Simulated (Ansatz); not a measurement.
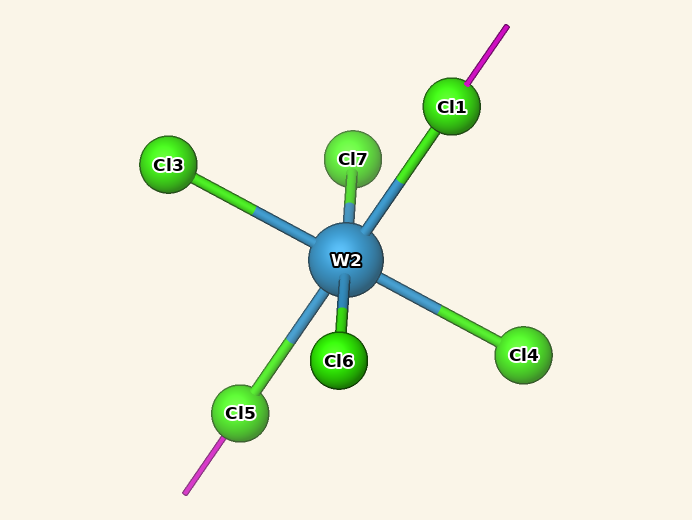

A line through the centre of mass is drawn in. Atoms fade into the background with distance from the viewer. Charge 0, singlet. The computed structure is the end point of a PBE0-D4/def2-TZVP optimisation.

Question: Is the line a proper rotation axis of the structure, and of what order?

Answer: Yes, a C4 axis. A turn by 90° leaves Cl1, W2, Cl5 in place and moves Cl3 → Cl7 → Cl4 → Cl6 → Cl3. The point group is Oh.
